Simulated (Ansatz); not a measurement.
**EuBi (zincblende): which electronic and magnetic state is lowest**

Which start takes EuBi (zincblende) lowest in energy? This structure was made by substitution into a known type, so it needn't be the compound's stable form.

Method: DFT PBE, scalar-relativistic, plane waves, PAW, in Ansatz 0.2.0.

2 further runs of the same task are left out: 1 for a known fault of the program, 1 that didn't finish.

## Step 1: Starting point

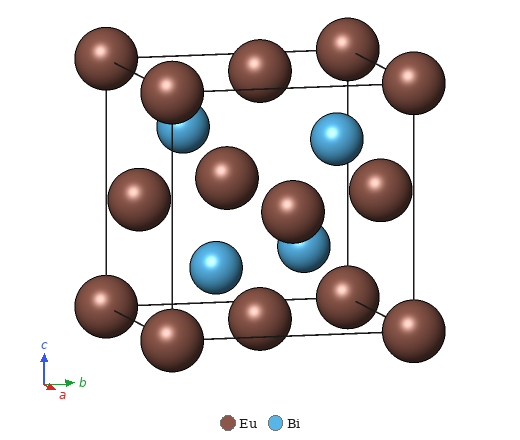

Start, viewed slightly off an axis; europium brown, bismuth blue. Atoms on the faces are drawn again on the opposite ones. The cell drawn here is the conventional one.

Coordinates:

```xyz
2
Lattice="0.0000 3.7109 3.7109 3.7109 0.0000 3.7109 3.7109 3.7109 0.0000" Properties=species:S:1:pos:R:3 pbc="T T T"
Eu    0.0000    0.0000    0.0000
Bi    1.8555    1.8555    1.8555
```

This cell comes from an earlier session at PBE: 51.103 Å³/atom at 0.00 GPa, on a 8×8×8 mesh, metallic, moments in the atoms' spheres Eu 6.61; Bi -0.35 μB.

## Step 2: No spin polarisation

Input file input.yaml:

```yaml
crystal:
  lattice:
    - [0.0, 3.7109348306, 3.7109348306]
    - [3.7109348306, 0.0, 3.7109348306]
    - [3.7109348306, 3.7109348306, 0.0]
  atoms:
    - { symbol: Eu, position: [0.0, 0.0, 0.0] }
    - { symbol: Bi, position: [0.25, 0.25, 0.25] }
basis:
  ecutwfc: 420
  ecutrho_ratio: 4
kpoints:
  mp_grid: { grid: [8, 8, 8] }
hamiltonian:
  xc: pbe
scf:
  occupations: { method: gaussian, width: 0.05 }
output:
  forces: true
  stress: true
  eigenvalues: true
```

Command:

```
> ansatz run input.yaml --threads 2 --pin off --max-ram 2662MiB --backend cpu --events-out ev --progress --plain --runs-dir out
```

The program printed (excerpt; [...] marks lines left out):

```text
Warning: RAYON_NUM_THREADS=2 ignored (pool sized by the plan → 2); use --threads N
band count auto-derived: 23 (N_el = 32.0; filled up to band 16; 20 by the electrons, moments and atoms)
[...]
Pseudopotentials: kind: paw
Pseudopotential: Eu, paw, valence charge 17, recommended cutoff 420 eV (normal), Eu.paw.azcp
Pseudopotential: Bi, paw, valence charge 15, recommended cutoff 420 eV (normal), Bi.paw.azcp
Functional definition: PBE
[...]
Crystal: 2 atoms, lattice volume = 102.207 Å³
Basis set: ecut = 420 eV, 1989 PW (Γ), exchange–correlation on 72×72×72 points (8 copies of the dense FFT grid, shifted against one another)
Bands: 23, of which v1, the nominal top of the filled ones, is band 16 counted from 1 (15 counted from 0)
Symmetry: 24 space group operations
Space group: F-43m (ITA 216), of the structure as read, at distance tolerance 4.7e-5 Å
k-points: 29 of 512 (time reversal used)
[...]
SCF iter   1: F=—  HF=-21156.259449 eV  |F-HF|=—  |Δ(HF+E_count)|=         —  Δρ=5.27e-3  dr2=3.69e-2  ethr=1.77e-3  ⟨swp⟩=6.0  Hψ=2891  notcnv=0
[...]
Following the negative reading down, search 1: the free energy F (with its fill's electron-count term) along its direction. At the converged state itself: F - F(close) = -1.601e-10 eV
  point 1 (+, 4.0e-4 eV away): F - F(close) = -3.301e-4 eV
  point 2 (+, 1.6e-3 eV away): F - F(close) = -1.322e-3 eV
  point 3 (+, 6.4e-3 eV away): F - F(close) = -5.168e-3 eV
  point 4 (+, 2.6e-2 eV away): F - F(close) = -1.887e-2 eV
  point 5 (+, 1.0e-1 eV away): F - F(close) = -5.261e-2 eV
  point 6 (+, 4.1e-1 eV away): F - F(close) = -3.312e-2 eV
  point 7 (-, 6.4e-3 eV away): F - F(close) = -5.402e-3 eV
  point 8 (-, 2.6e-2 eV away): F - F(close) = -2.066e-2 eV
  point 9 (-, 1.0e-1 eV away): F - F(close) = -6.644e-2 eV
  point 10 (-, 4.1e-1 eV away): F - F(close) = -1.014e-1 eV
  point 11 (-, 1.6e0 eV away): F - F(close) = +3.307e-1 eV
[...]
SCF iter  14: F=-21156.399680 eV  HF=-21156.399680 eV  |F-HF|=1.15e-9  |Δ(HF+E_count)|=   3.66e-9  Δρ=1.12e-6  dr2=1.30e-9  ethr=3.13e-10  ⟨swp⟩=3.8  Hψ=1706  notcnv=0
[...]
The result is that of the SCF that stage 1 started: 0.14 eV lower in free energy than the state whose close was followed first; 12 iterations were spent on what was left
SCF converged after 14 iterations
Free energy (F): -21156.399680 eV
[...]
E sigma→0 (E₀):  -21156.380551 eV
Entropy (-TS):   -0.038258 eV (-19.129 meV/atom)
Fermi energy:    5.552414 eV
[...]
--- Forces (eV/Å), atoms counted from 1 ---
  atom   1  Eu    -0.00000000     0.00000000    -0.00000000
  atom   2  Bi    -0.00000000     0.00000000    -0.00000000
[...]
--- Stress (GPa, compression-positive) ---
       -1.534252       0.000000      -0.000000
        0.000000      -1.534252       0.000000
       -0.000000       0.000000      -1.534252
  P = ⅓ Tr σ = -1.5343 GPa (-15.343 kbar)
--- Band table (eV; the first three rows and the last of 29) ---
  k-point 0: bands = ["-35.4358", "-15.7658", "-15.7658", "-15.7658", "-15.7061", "-15.7061", "-14.2624", "-14.2624", "-14.2624", "-4.0872", "4.8317", "4.8317", "4.8317", "5.4449", "5.4449", "5.4449", "5.6566", "5.6566", "5.6566", "5.7920", "7.0436", "8.3714", "8.3714"]
[...]
```

Run time: 16 s. Hardware: 2 threads of AMD EPYC 7R43 (Zen 3), shared host; peak memory 0.44 GiB.

Result: volume 51.103 Å³/atom, pressure -1.53 GPa, mesh gap 0.01 eV.

## Step 3: Antiferromagnetic, doubled cell, propagation vector (0, 0, 1/2)

Input file input.yaml:

```yaml
crystal:
  lattice:
    - [0.0, 3.7109348306, 3.7109348306]
    - [3.7109348306, 0.0, 3.7109348306]
    - [7.4218696612, 7.4218696612, 0.0]
  atoms:
    - { symbol: Eu, position: [0.0, 0.0, 0.0], spin: 6.0 }
    - { symbol: Bi, position: [0.25, 0.25, 0.125] }
    - { symbol: Eu, position: [0.0, 0.0, 0.5], spin: -6.0 }
    - { symbol: Bi, position: [0.25, 0.25, 0.625] }
basis:
  ecutwfc: 420
  ecutrho_ratio: 4
kpoints:
  mp_grid: { grid: [8, 8, 4] }
hamiltonian:
  xc: pbe
scf:
  occupations: { method: gaussian, width: 0.05 }
output:
  forces: true
  stress: true
  eigenvalues: true
  populations: true
  write_density: true
  write_potential: true
  elf: true
  volumetric_format: npy
magnetization:
  spin_polarized: true
```

Command:

```
> ansatz run input.yaml --threads 2 --pin off --max-ram 2662MiB --backend cpu --events-out ev --progress --plain --runs-dir out
```

The program printed (excerpt; [...] marks lines left out):

```text
Warning: where an SCF of this run starts from atoms to list the orders of its open shells, Eu (site 0, from 0) starts with 6.32 μB on its 4f shell, in the place of the 6.00 μB that the deck gives it: an open f shell starts with all that it can hold by Hund's first rule. To start from [...]
Warning: RAYON_NUM_THREADS=2 ignored (pool sized by the plan → 2); use --threads N
Eu: projections on atomic orbitals take those of the free atom [Kr 4d10] 4f7 5s2 5p6 5d0 6s2, of charge +0.00 (hamiltonian.pseudopotentials.projection_atoms); the dataset's partial waves leave at most 1.0e-3 of an orbital's norm unspanned inside its sphere
[...]
Pseudopotentials: kind: paw
Pseudopotential: Eu, paw, valence charge 17, recommended cutoff 420 eV (normal), Eu.paw.azcp
Pseudopotential: Bi, paw, valence charge 15, recommended cutoff 420 eV (normal), Bi.paw.azcp
Functional definition: PBE
[...]
Crystal: 4 atoms, lattice volume = 204.414 Å³
[...]
Spin contamination: 7.0409 ħ² per cell (⟨S²⟩ above its minimum at these occupations)
Per-site moments (μB) at R_I (Å): [(6.730134573940242, 1.325677581973842), (-0.11247925390634378, 1.3256775819738422), (-6.730134573940243, 1.3256775819738422), (0.11247925390634407, 1.325677581973842)]
Free energy (F): -42326.847967 eV
[...]
E sigma→0 (E₀):  -42326.837918 eV
Entropy (-TS):   -0.020099 eV (-5.025 meV/atom)
Fermi energy:    5.273660 eV
[...]
--- Forces (eV/Å), atoms counted from 1 ---
  atom   1  Eu    -0.00051370    -0.00051370     0.00051370
  atom   2  Bi     0.00050641     0.00050641    -0.00050641
  atom   3  Eu    -0.00051370    -0.00051370     0.00051370
  atom   4  Bi     0.00050641     0.00050641    -0.00050641
[...]
--- Stress (GPa, compression-positive) ---
       -0.138102      -0.091496       0.091496
       -0.091496      -0.138102       0.091496
        0.091496       0.091496      -0.138102
  P = ⅓ Tr σ = -0.1381 GPa (-1.381 kbar)
--- Band table (eV; the first three rows and the last of 70) ---
[...]
--- Löwdin populations: 4 sites ---
  site symbol       q [e]    m [muB]
     0     Eu     16.6210     6.9157
     1     Bi     15.3372    -0.2242
     2     Eu     16.6210    -6.9157
     3     Bi     15.3372     0.2242
  spilling = 0.001304 (of n_electrons = 64.000000)
```

It took 34 s on 2 threads of AMD EPYC 7R43 (Zen 3), shared host; peak memory 0.78 GiB.

In short: volume 51.103 Å³/atom, pressure -0.14 GPa, metallic, moments in the atoms' spheres Eu 6.73, -6.73; Bi -0.11, 0.11 μB.

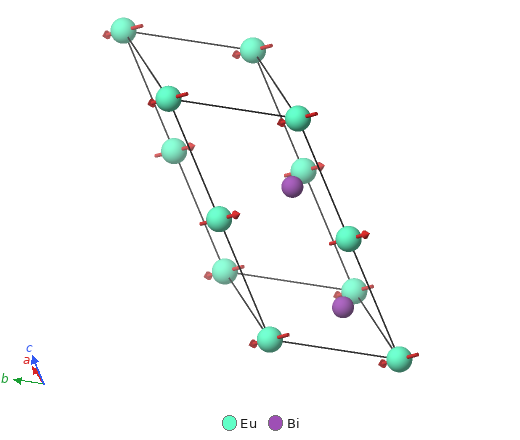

Spin moments on the atoms; the longest arrow is 6.73 μB, and the direction is arbitrary without spin–orbit coupling.

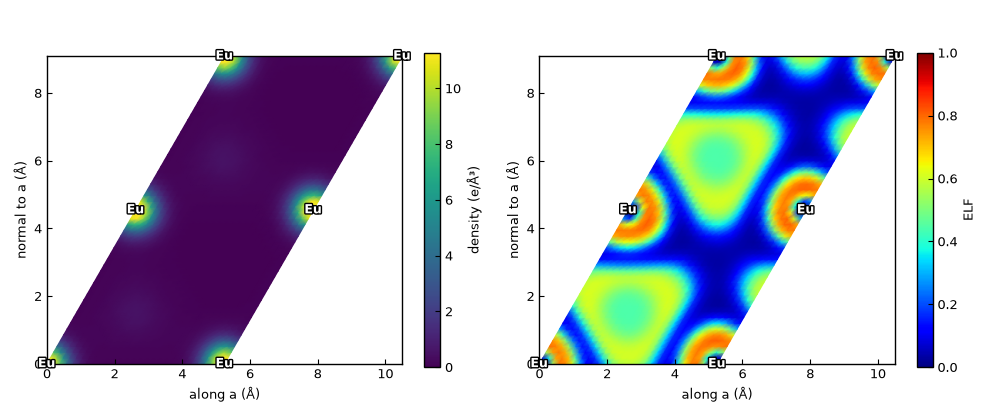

Density (left) and ELF (right) in a lattice plane of the grid's cell (edges 5.25 and 10.50 Å, at 0.000 of the third edge), which holds Eu. Only atoms in the plane are labelled; the density scale stops at 11.28 e/Å³. Both are smooth fields of the valence electrons: close to the nuclei they are not physical.

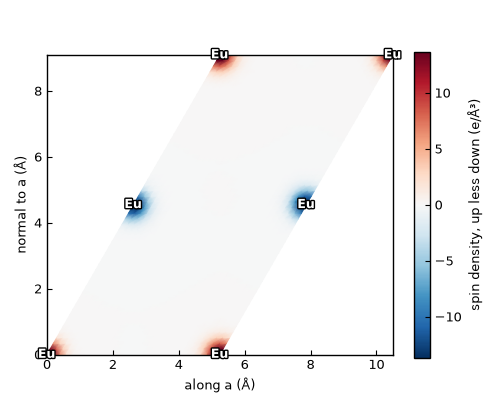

Spin density in a lattice plane of the grid's cell (edges 5.25 and 10.50 Å, at 0.000 of the third edge), which holds Eu.

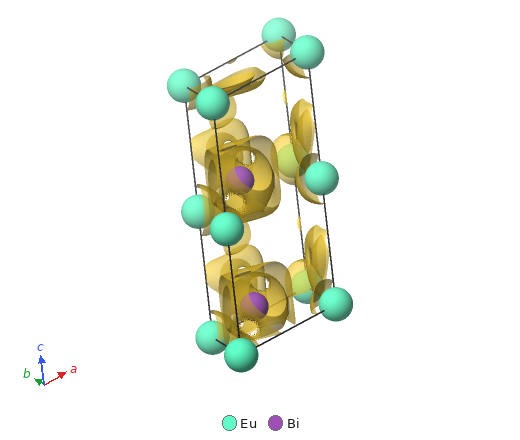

Surface of ELF = 0.55, drawn in one cell.

The highest ELF values outside the cores: 0.61 beside Bi, off the lines to its neighbours, 1.6 Å from Bi; 0.61 between the atoms, 1.7 Å from Bi.

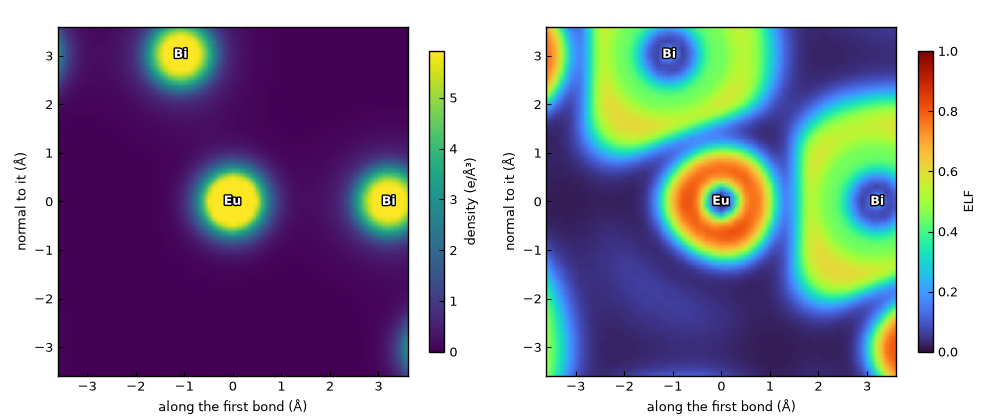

Density and ELF in the plane through atom 1 (Eu) and two of its nearest Bi neighbours; the density scale stops at 5.92 e/Å³.

## Step 4: Antiferromagnetic, doubled cell, propagation vector (0, 1/2, 1/2)

Input file input.yaml:

```yaml
crystal:
  lattice:
    - [0.0, 3.7109348306, 3.7109348306]
    - [7.4218696612, 3.7109348306, 3.7109348306]
    - [7.4218696612, 7.4218696612, 0.0]
  atoms:
    - { symbol: Eu, position: [0.0, 0.0, 0.0], spin: 6.0 }
    - { symbol: Bi, position: [0.25, 0.25, 0.0] }
    - { symbol: Eu, position: [0.0, 0.0, 0.5], spin: -6.0 }
    - { symbol: Bi, position: [0.25, 0.25, 0.5] }
basis:
  ecutwfc: 420
  ecutrho_ratio: 4
kpoints:
  mp_grid: { grid: [8, 8, 4] }
hamiltonian:
  xc: pbe
scf:
  occupations: { method: gaussian, width: 0.05 }
output:
  forces: true
  stress: true
  eigenvalues: true
  populations: true
magnetization:
  spin_polarized: true
```

Command:

```
> ansatz run input.yaml --threads 2 --pin off --max-ram 2662MiB --backend cpu --events-out ev --progress --plain --runs-dir out
```

The program printed (excerpt; [...] marks lines left out):

```text
Warning: where an SCF of this run starts from atoms to list the orders of its open shells, Eu (site 0, from 0) starts with 6.32 μB on its 4f shell, in the place of the 6.00 μB that the deck gives it: an open f shell starts with all that it can hold by Hund's first rule. To start from [...]
Warning: RAYON_NUM_THREADS=2 ignored (pool sized by the plan → 2); use --threads N
[...]
Eu: projections on atomic orbitals take those of the free atom [Kr 4d10] 4f7 5s2 5p6 5d0 6s2, of charge +0.00 (hamiltonian.pseudopotentials.projection_atoms); the dataset's partial waves leave at most 1.0e-3 of an orbital's norm unspanned inside its sphere
[...]
Pseudopotentials: kind: paw
Pseudopotential: Eu, paw, valence charge 17, recommended cutoff 420 eV (normal), Eu.paw.azcp
Pseudopotential: Bi, paw, valence charge 15, recommended cutoff 420 eV (normal), Bi.paw.azcp
Functional definition: PBE
[...]
Crystal: 4 atoms, lattice volume = 204.414 Å³
[...]
Per-site moments (μB) at R_I (Å): [(6.766947252511565, 1.325677581973842), (3.0752467384103934e-16, 1.3256775819738422), (-6.766947252511565, 1.3256775819738422), (-2.8797392908770594e-16, 1.325677581973842)]
Free energy (F): -42326.867553 eV
[...]
E sigma→0 (E₀):  -42326.858239 eV
Entropy (-TS):   -0.018629 eV (-4.657 meV/atom)
Fermi energy:    5.304448 eV
[...]
--- Forces (eV/Å), atoms counted from 1 ---
  atom   1  Eu     0.00000000     0.00000000    -0.00000000
  atom   2  Bi    -0.00000000     0.00000000     0.00000000
  atom   3  Eu     0.00000000     0.00000000    -0.00000000
  atom   4  Bi     0.00000000     0.00000000     0.00000000
[...]
--- Stress (GPa, compression-positive) ---
       -0.121689      -0.000000       0.000000
       -0.000000      -0.093770       0.000000
        0.000000       0.000000      -0.093770
  P = ⅓ Tr σ = -0.1031 GPa (-1.031 kbar)
--- Band table (eV; the first three rows and the last of 78) ---
[...]
--- Löwdin populations: 4 sites ---
  site symbol       q [e]    m [muB]
     0     Eu     16.6160     6.9876
     1     Bi     15.3418    -0.0000
     2     Eu     16.6160    -6.9876
     3     Bi     15.3418    -0.0000
  spilling = 0.001321 (of n_electrons = 64.000000)
```

Wall time 34 s (2 threads of AMD EPYC 7R43 (Zen 3), shared host); peak memory 0.79 GiB.

Result: volume 51.103 Å³/atom, pressure -0.10 GPa, metallic, moments in the atoms' spheres Eu 6.77, -6.77 μB.

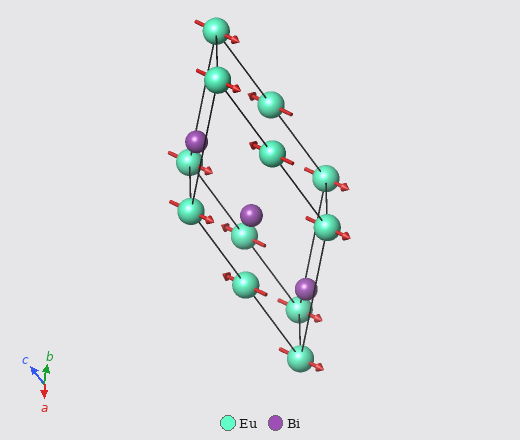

Spin moments on the atoms; the longest arrow is 6.77 μB, and the direction is arbitrary without spin–orbit coupling.

## Step 5: Small parallel starting moments

Input file input.yaml:

```yaml
crystal:
  lattice:
    - [0.0, 3.7109348306, 3.7109348306]
    - [3.7109348306, 0.0, 3.7109348306]
    - [3.7109348306, 3.7109348306, 0.0]
  atoms:
    - { symbol: Eu, position: [0.0, 0.0, 0.0], spin: 0.5 }
    - { symbol: Bi, position: [0.25, 0.25, 0.25] }
basis:
  ecutwfc: 420
  ecutrho_ratio: 4
kpoints:
  mp_grid: { grid: [8, 8, 8] }
hamiltonian:
  xc: pbe
scf:
  occupations: { method: gaussian, width: 0.05 }
output:
  forces: true
  stress: true
  eigenvalues: true
  populations: true
magnetization:
  spin_polarized: true
```

Command:

```
> ansatz run input.yaml --threads 2 --pin off --max-ram 2662MiB --backend cpu --events-out ev --progress --plain --runs-dir out
```

The program printed (excerpt; [...] marks lines left out):

```text
Warning: where an SCF of this run starts from atoms to list the orders of its open shells, Eu (site 0, from 0) starts with 6.32 μB on its 4f shell, in the place of the 0.50 μB that the deck gives it: an open f shell starts with all that it can hold by Hund's first rule. To start from [...]
Warning: RAYON_NUM_THREADS=2 ignored (pool sized by the plan → 2); use --threads N
Eu: projections on atomic orbitals take those of the free atom [Kr 4d10] 4f7 5s2 5p6 5d0 6s2, of charge +0.00 (hamiltonian.pseudopotentials.projection_atoms); the dataset's partial waves leave at most 1.0e-3 of an orbital's norm unspanned inside its sphere
band count auto-derived: 23 (N_el = 32.0; filled up to band 16; 21 by the electrons, moments and atoms)
[...]
Pseudopotentials: kind: paw
Pseudopotential: Eu, paw, valence charge 17, recommended cutoff 420 eV (normal), Eu.paw.azcp
Pseudopotential: Bi, paw, valence charge 15, recommended cutoff 420 eV (normal), Bi.paw.azcp
Functional definition: PBE
[...]
Crystal: 2 atoms, lattice volume = 102.207 Å³
[...]
SCF converged after 15 iterations
Magnetization: 6.0000 μB (19.0000 up, 13.0000 down)
Absolute magnetization: 7.3103 μB (∫|ρ↑−ρ↓|, with the PAW one-centre terms)
Spin contamination: 0.6604 ħ² per cell (⟨S²⟩ above its minimum at these occupations)
Per-site moments (μB) at R_I (Å): [(6.613842008589567, 1.3256775819738422), (-0.3533296917250226, 1.3256775819738422)]
Free energy (F): -21163.429651 eV
[...]
E sigma→0 (E₀):  -21163.426803 eV
Entropy (-TS):   -0.005697 eV (-2.849 meV/atom)
Fermi energy:    5.307141 eV
[...]
--- Forces (eV/Å), atoms counted from 1 ---
  atom   1  Eu     0.00000000    -0.00000000     0.00000000
  atom   2  Bi    -0.00000000     0.00000000     0.00000000
[...]
--- Stress (GPa, compression-positive) ---
        0.000289       0.000000      -0.000000
        0.000000       0.000289      -0.000000
       -0.000000       0.000000       0.000289
  P = ⅓ Tr σ = 0.0003 GPa (0.003 kbar)
--- Band table (eV; the first three rows and the last of 58) ---
[... band rows left out ...]
[...]
--- Löwdin populations: 2 sites ---
  site symbol       q [e]    m [muB]
     0     Eu     16.5959     6.6850
     1     Bi     15.3628    -0.6936
  spilling = 0.001291 (of n_electrons = 32.000000)
```

Wall time 11 s (2 threads of AMD EPYC 7R43 (Zen 3), shared host); peak memory 0.49 GiB.

In short: volume 51.103 Å³/atom, pressure 0.00 GPa, no gap, moments in the atoms' spheres Eu 6.61; Bi -0.35 μB.

The typed moments are small, but the first cycle already holds 6.2 μB per cell: the program filled the open shells as in the free atom, so this is no test of a weak start.

## Step 6: The magnetic starts side by side

Energies have the smearing extrapolated to zero.

| start | from the base state (meV/atom) | gap (eV) | pressure (GPa) | moments in spheres (μB) |
| --- | --- | --- | --- | --- |
| ferromagnetic | 0.0 | metal | 0.00 | Eu 6.61; Bi -0.35 |
| no spin polarisation | 3523.1 | 0.01 | -1.53 | none |
| antiferromagnetic, doubled cell, propagation vector (0, 0, 1/2) | 3.9 | metal | -0.14 | Eu 6.73, -6.73; Bi -0.11, 0.11 |
| antiferromagnetic, doubled cell, propagation vector (0, 1/2, 1/2) | -1.2 | metal | -0.10 | Eu 6.77, -6.77 |
| small parallel starting moments | 0.0 | metal | 0.00 | Eu 6.61; Bi -0.35 |

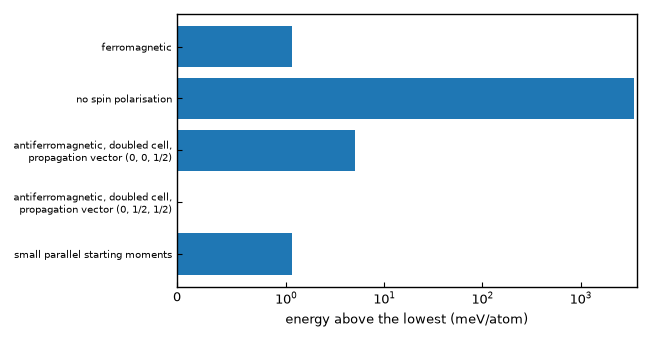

Energy of each magnetic start above the lowest; the scale is logarithmic beyond 1 meV.

Propagation vectors are in units of the typed cell's reciprocal vectors.

## Step 7: What came out

```
             quantity                                                              value
lowest magnetic start  antiferromagnetic, doubled cell, propagation vector (0, 1/2, 1/2)
   next in this table                                                1.2 meV/atom higher
```

What this shows: The lowest state comes from the start «antiferromagnetic, doubled cell, propagation vector (0, 1/2, 1/2)»; the next lies 1.2 meV/atom higher. At this cell, forbidding spin polarisation costs 3524 meV/atom. Only a few orders and starts were tried, so a lower state isn't excluded. Spin–orbit coupling is left out, though the cell holds Bi; in elements this heavy it can shift levels and gaps by tenths of an eV. No U acts on the 4f shell, so its levels can lie too near the Fermi level.
